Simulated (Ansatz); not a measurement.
# Cl₄HTi (doublet): what the fields show

Input

```
crystal:
  periodic: [false, false, false]
  atoms:
    - { symbol: Ti, position_ang: [0.000948, 0.0, -0.50569] }
    - { symbol: Cl, position_ang: [-0.003061, 0.0, 3.065766] }
    - { symbol: Cl, position_ang: [2.184887, 0.0, -0.807229] }
    - { symbol: Cl, position_ang: [-1.091294, 1.891237, -0.807147] }
    - { symbol: Cl, position_ang: [-1.091294, -1.891237, -0.807147] }
    - { symbol: H, position_ang: [0.002112, 0.0, 4.403846] }
magnetization:
  spin_polarized: true
  initial_magnetization: 1
basis:
  gaussian: { orbitals: def2-SVP }
hamiltonian:
  xc: revpbe
relax:
  f_tol: 0.03
  max_steps: 50
output:
  orbitals: {}
```

Run with:

```sh
ansatz run input.yaml --threads 4 --pin off --max-ram 5120MiB --backend cpu --events-out ev --progress --plain --runs-dir out
```

The fields are those of the run's last geometry, not of the input's.

The calculation used UKS revPBE/def2-SVP in Ansatz 0.2.0.

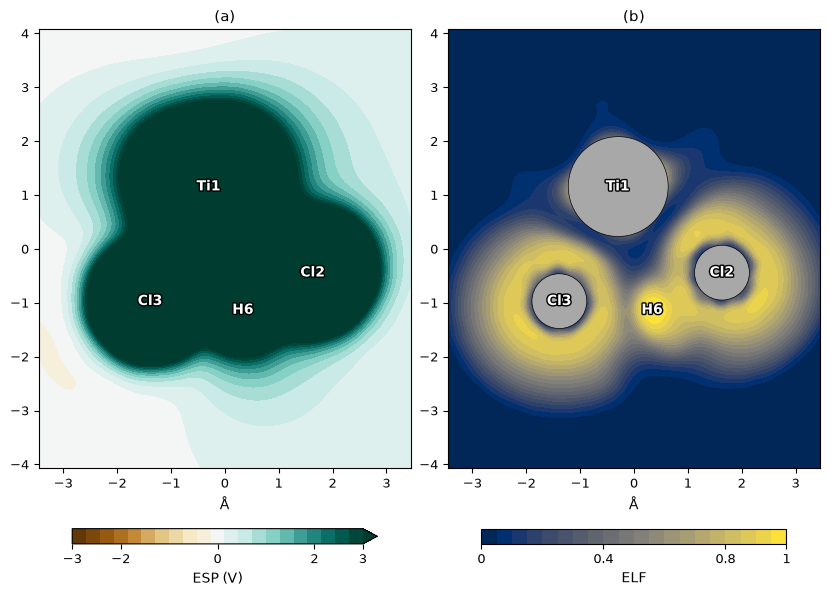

Figure 1. (a) molecular electrostatic potential; (b) ELF on the plane of atoms Ti1, Cl2 and H6. Grey discs cover the atomic cores in the ELF map.

> Interpret the plot.

The section cuts through Ti, Cl and H sites.
Cl–H (1.47 Å): the ELF climbs to about 1 towards the hydrogen, as it does in any bond to H.
Ti–Cl (2.39 Å): the ELF peaks at about 0.85 in the valence shell of Cl, 0.9 Å from its nucleus, and is about 0.35 at the midpoint.
Ti–Cl (2.50 Å): the ELF peaks at about 0.90 in the valence shell of Cl, 0.9 Å from its nucleus, and is about 0.30 at the midpoint.
The potential has no marked negative region in this plane.

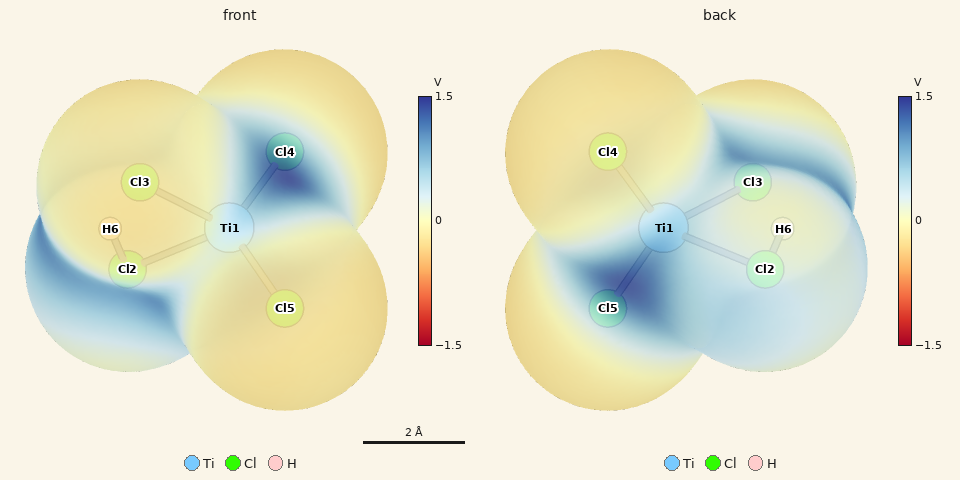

Figure 2. The molecular electrostatic potential painted on the density surface at 0.001 e/bohr³, seen from the front and from behind; the colour scale runs from red (negative) to blue (positive).

> Describe the electrostatic potential map.

The most negative region (about −0.2 V) lies over Cl3, Cl4 and Cl5, the most positive (about +1.3 V) over Ti1.

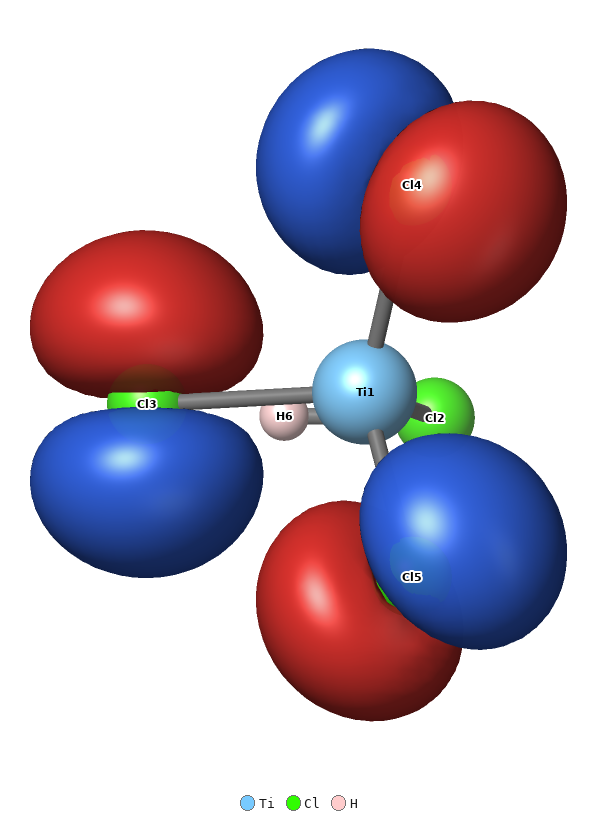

Figure 3. The HOMO (β) at ±0.08 Å⁻³ᐟ² (blue and red are the two phases), seen at an oblique angle.

> What is the character of this orbital?

Its weight (Hirshfeld) is mainly on Cl3 (about 35 %), Cl4 (about 30 %) and Cl5 (about 30 %); largely a combination of lone pairs on Cl3, Cl4 and Cl5. Its energy is −7.85 eV.
